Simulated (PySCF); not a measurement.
# One shape, several levels: P2H2 (phosphanylidenephosphane)

Wanted: a comparison of 6 runs (B3LYP/STO-3G, UPBE0/STO-3G, r2SCAN/STO-3G, CISD/STO-3G, UCCSD(T)/STO-3G, FCI/STO-3G) of P2H2 (phosphanylidenephosphane). 

The calculation is run with PySCF 2.14.0.

8 further runs of the same task are left out: 8 set aside as unsound or not needed.

### Step 1. Starting point

P2H2: 4 atoms, total charge 0, spin state singlet. As SMILES, `[H]/P=P/[H]`. The P1–H3 distance was set to 1.684 Å, away from the relaxed value.

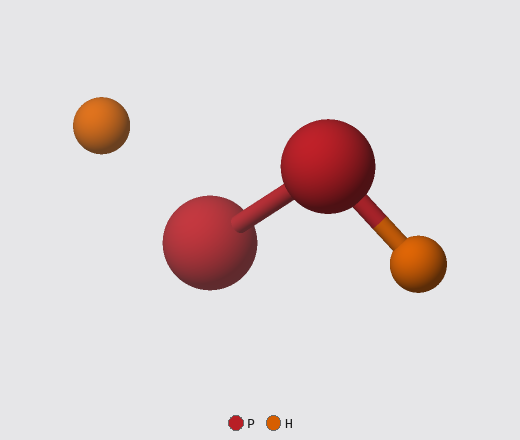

Viewed from a chosen angle; phosphorus red, hydrogen orange.

### Step 2. The energy at B3LYP/STO-3G (run 1)

job.py reads:

```python
from pyscf import gto, dft

mol = gto.M(
    atom='P -0.236726 -0.990840 -0.094670; P -0.187936 1.016330 -0.271280; H 1.037260 -1.067570 1.003320; H -1.249666 1.080450 -1.186430',
    basis='sto-3g',
    max_memory=1860,
    verbose=4,
)

mf = dft.RKS(mol)
mf.xc = 'b3lyp'
mf.conv_tol = 1e-10
mf.grids.level = 5
mf.kernel()
if not mf.converged:
    mf = mf.newton().run(mf.mo_coeff, mf.mo_occ)

e_tot = mf.e_tot
print('E = %.10f Eh' % e_tot)
```

Started as:

```
$ OMP_NUM_THREADS=1 python job.py
```

The log of the run:

```text
PySCF version 2.14.0

[... 68 lines left out ...]
converged SCF energy = -676.105600561787
E = -676.1056005618 Eh
```

It took 1.4 s on 1 thread of AMD EPYC 9R45 (Zen 5), shared host; peak memory 0.2 GiB.

### Step 3. The energy at UPBE0/STO-3G (run 2)

job.py reads:

```python
from pyscf import gto, dft

molecule = gto.Mole()
molecule.atom = '''
P       -0.236726      -0.990840      -0.094670
P       -0.187936       1.016330      -0.271280
H        1.037260      -1.067570       1.003320
H       -1.249666       1.080450      -1.186430
'''
molecule.spin = 0
molecule.verbose = 4
molecule.basis = 'sto-3g'
molecule.charge = 0
molecule.max_memory = 1860
molecule.build()

mf = dft.UKS(molecule)
mf.xc = 'pbe0'
mf.conv_tol = 1e-10
mf.grids.level = 5
mf.kernel()
if not mf.converged:
    mf = mf.newton().run(mf.mo_coeff, mf.mo_occ)
for _ in range(3):
    mo, _, stable, _ = mf.stability(return_status=True)
    if stable:
        break
    mf.kernel(mf.make_rdm1(mo, mf.mo_occ))

e_final = mf.e_tot
print('E(%s) = %.9f' % ('PBE0', e_final))
```

Started as:

```
$ OMP_NUM_THREADS=1 python job.py
```

The log of the run:

```text
PySCF version 2.14.0

[... 89 lines left out ...]
converged SCF energy = -675.850491032166  <S^2> = 1.7562893e-09  2S+1 = 1
[... 2 lines left out ...]
E(PBE0) = -675.850491032
```

It took 5.1 s on 1 thread of AMD EPYC 9R45 (Zen 5), shared host; peak memory 0.33 GiB.

Runs 3 to 4 aren't shown in full; the table further down has their settings and results.

### Step 4. A single-point energy at UCCSD(T)/STO-3G (run 5)

calc.py reads:

```python
from pyscf import gto, scf, cc

mol = gto.M(
    atom='''
P     -0.447347    -1.872416    -0.178900
P     -0.355148     1.920585    -0.512645
H      1.960137    -2.017415     1.896000
H     -2.361526     2.041755    -2.242028
''',
    basis='sto-3g',
    max_memory=1860,
    verbose=4,
    unit='bohr',
    spin=0,
)

mf = scf.UHF(mol)
mf.conv_tol = 1e-10
mf.kernel()
if not mf.converged:
    mf = mf.newton().run(mf.mo_coeff, mf.mo_occ)
for _ in range(3):
    mo, _, stable, _ = mf.stability(return_status=True)
    if stable:
        break
    mf.kernel(mf.make_rdm1(mo, mf.mo_occ))

mycc = cc.CCSD(mf, frozen=10)
mycc.kernel()
e_t = mycc.ccsd_t()
e_final = mycc.e_tot + e_t
print('E = %.10f Eh' % e_final)
```

Started as:

```
$ OMP_NUM_THREADS=1 python calc.py
```

The log of the run:

```text
PySCF version 2.14.0

[... 96 lines left out ...]
converged SCF energy = -674.884412358496  <S^2> = 1.3978863e-10  2S+1 = 1
[... 72 lines left out ...]
converged SCF energy = -674.913771289186  <S^2> = 0.72570912  2S+1 = 1.9755598
[... 14 lines left out ...]
Init t2, MP2 energy = -0.0598489600850746
[... 18 lines left out ...]
UCCSD converged
[... 2 lines left out ...]
E = -675.0286203309 Eh
```

Run time: 0.52 s. Hardware: 1 thread of AMD EPYC 9R45 (Zen 5), shared host; peak memory 0.12 GiB.

### Step 5. The energy at FCI/STO-3G (run 6)

run.py reads:

```python
from pyscf import gto, mcscf
from pyscf import fci

molecule = gto.Mole()
molecule.atom = '''
P     -0.447347    -1.872416    -0.178900
P     -0.355148     1.920585    -0.512645
H      1.960137    -2.017415     1.896000
H     -2.361526     2.041755    -2.242028
'''
molecule.unit = 'bohr'
molecule.verbose = 3
molecule.basis = 'sto-3g'
molecule.max_memory = 1860
molecule.build()

mf = molecule.RHF()
mf.conv_tol = 1e-10
mf.kernel()
if not mf.converged:
    mf = mf.newton().run(mf.mo_coeff, mf.mo_occ)

cas = mcscf.CASCI(mf, mf.mo_coeff.shape[-1] - 10, (molecule.nelec[0] - 10, molecule.nelec[1] - 10))  # full CI above the frozen core
cas.fcisolver = fci.direct_spin0.FCI(molecule)  # even spin states alone
cas.kernel()
print('<S^2> = %.4f' % cas.fcisolver.spin_square(cas.ci, cas.ncas, cas.nelecas)[0])
etot = cas.e_tot
print('Final energy', etot)
```

Started as:

```
$ OMP_NUM_THREADS=1 python run.py
```

The log of the run:

```text
converged SCF energy = -674.884412358505
CASCI E = -675.029936649758  E(CI) = -25.7566479762455  S^2 = 0.0000000
<S^2> = 0.0000
Final energy -675.0299366497576
```

Wall time 0.54 s (1 thread of AMD EPYC 9R45 (Zen 5), shared host); peak memory 0.13 GiB.

### Step 6. All runs side by side

```csv
run,level,follow instability,integration grid,energy (Eh),dipole moment (D) of the reference,HOMO energy (eV),LUMO energy (eV),wall time
1,B3LYP/STO-3G,–,5,-676.105601,0.43,-3.62,1.11,1.4 s
2,UPBE0/STO-3G,yes,5,-675.850491,0.41,-3.83,1.29,5.1 s
3,r2SCAN/STO-3G,–,5,-676.067172,0.44,-2.90,0.48,1.7 s
4,CISD/STO-3G,–,–,-675.015259,0.44,-5.92,4.92,0.42 s
5,UCCSD(T)/STO-3G,yes,–,-675.028620,0.43,-6.35,6.71,0.52 s
6,FCI/STO-3G,–,–,-675.029937,0.44,-5.92,4.92,0.54 s
```

### Step 7. Results

| quantity | value |
| --- | --- |
| run 6: total energy | -675.02994 Eh |
| run 6: dipole moment (Hartree–Fock density) | 0.44 D |
| run 6: HOMO energy (Hartree–Fock orbitals) | -5.92 eV |
| run 6: LUMO energy (Hartree–Fock orbitals) | 4.92 eV |
| run 6: HOMO–LUMO gap (Hartree–Fock orbitals) | 10.84 eV |
| run 6: correlation energy (10 core orbitals frozen) | -145.5 mEh |

What this shows: Against full CI in this basis: CISD +14.7 mEh; UCCSD(T) +1.3 mEh. Over runs 1, 2, 3 the dipole moment (its size) runs from 0.41 D (UPBE0/STO-3G) to 0.44 D (r2SCAN/STO-3G). Over runs 1, 2, 3 the HOMO–LUMO gap runs from 3.38 eV (r2SCAN/STO-3G) to 5.12 eV (UPBE0/STO-3G). Totals of different functionals can't be ranked against each other. In runs 1, 2, 3, 4, 5, 6 the basis is minimal, so the values are rough. Spin contamination of the reference: run 5 ⟨S²⟩ = 0.73. Where it is this large, the reference is a mixture of spin states, and values that rest on it are in doubt. All runs together took 9.8 s, the longest 5.1 s.
